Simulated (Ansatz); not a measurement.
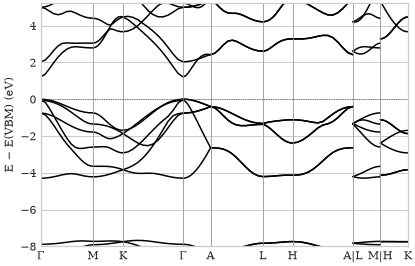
Fig. 1. Band structure from DFT-r²SCAN in the program Ansatz with PAW potentials

**Question.** Read off the gap and where the band edges lie.

**Answer.** About 1.2 eV (1.21 eV by a search for the band edges); maximum at Γ, minimum at Γ.

The material is CdTe (wurtzite, P6_3mc).

The workflow started from a Materials Project entry (that database holds measured and hypothetical structures alike); the Crystallography Open Database copy checked does not list it. It is not the phase usual at ambient conditions (space group No. 216). Symmetry was held in the r²SCAN relaxation; whether a distortion lowers the energy is not shown. Scalar-relativistic: spin–orbit coupling is off unless named, which matters more the heavier the elements.

Potentials: the later of the program's two PAW sets.
